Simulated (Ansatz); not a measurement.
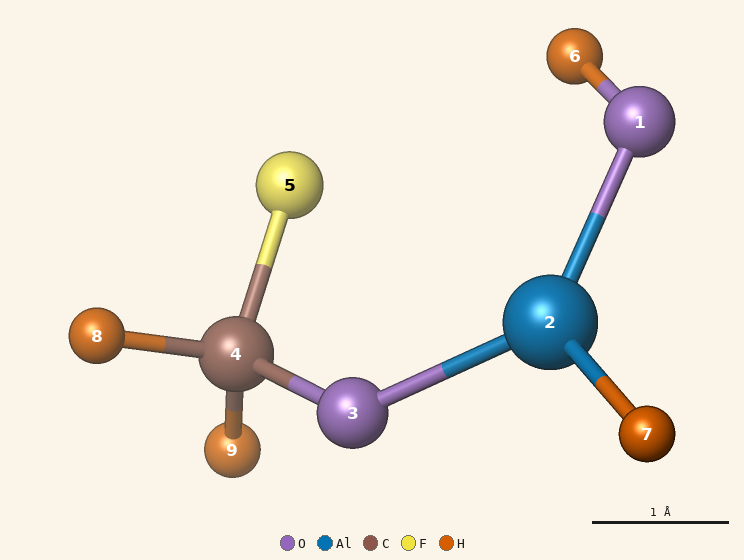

Orthographic view. Depth is shown by fading: the farther an atom, the more it takes the colour of the background. The computed structure is the end point of a PBE-D4/def2-SVP optimisation. No frequency run is at hand to confirm it as a minimum.

Give the geometry as a Z-matrix, atoms in numerical order, with these reference atoms: 2 to 1; 3 to 2, 1; 4 to 3, 2, 1; 5 to 4, 3, 2; 6 to 1, 2, 3; 7 to 2, 1, 6; 8 to 4, 3, 2; 9 to 4, 8, 5.

```
O  
Al   1   1.713
O    2   1.736   1   122.5
C    3   1.363   2   132.5   1    -0.4
F    4   1.407   3   111.3   2    -1.8
H    1   0.973   2   118.0   3     0.9
H    2   1.575   1   120.6   6  -179.2
H    4   1.117   3   111.1   2  -120.3
H    4   1.118   8   109.9   5  -115.1
```
